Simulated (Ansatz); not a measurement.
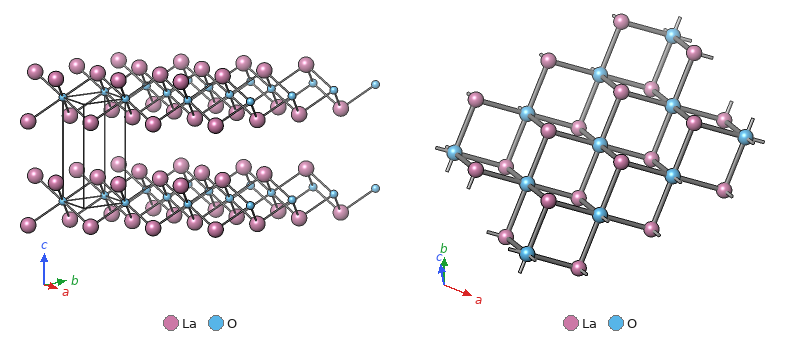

Left: the structure. Right: its underlying net. Nodes are coloured by element. One layer is drawn. Edges to nodes outside the piece are drawn as stubs.

La₂O (space group P-3m1, No. 164). Coordinates: coordinates from a relaxation with DFT PBE, scalar-relativistic, plane waves, PAW in Ansatz 0.2.0; the starting structure was generated, so it need not be a known form of this composition.

Bonds are taken as La–O below 2.9 Å; no other contact counts. Atoms with one bond or none are removed and atoms with two bonds are replaced by edges, until no such atom is left.

The result is a binodal (3,6)-connected, two-periodic (layers) net: La is a 3-connected node; O is a 6-connected node, in the ratio 2:1. It is the kgd net, known from the layers of CdI2 (1T type). The layers lie parallel to (001).

```
node  links  point symbol        coordination sequence
  La      3           4^3  3 12 9 24 15 36 21 48 27 60
   O      6   4^6.6^6.8^3  6 6 18 12 30 18 42 24 54 30
```
